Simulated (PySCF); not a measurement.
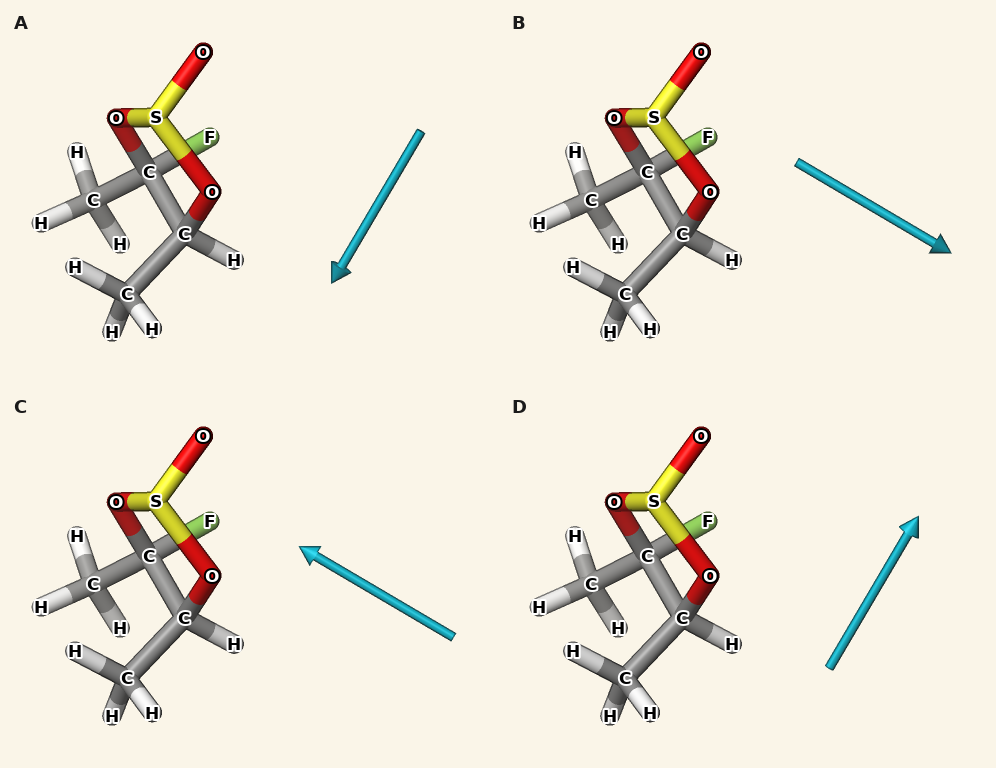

The same molecule four times, each with an arrow. Computed geometry: GFN2-xTB optimisation. No frequency run is at hand to confirm it as a minimum. Properties computed with PBE0/pcSseg-1, gas phase (PySCF 2.14.0).

### Which arrow points along the dipole moment, from the negative to the positive end?

A. The dipole moment is 4.96 D.
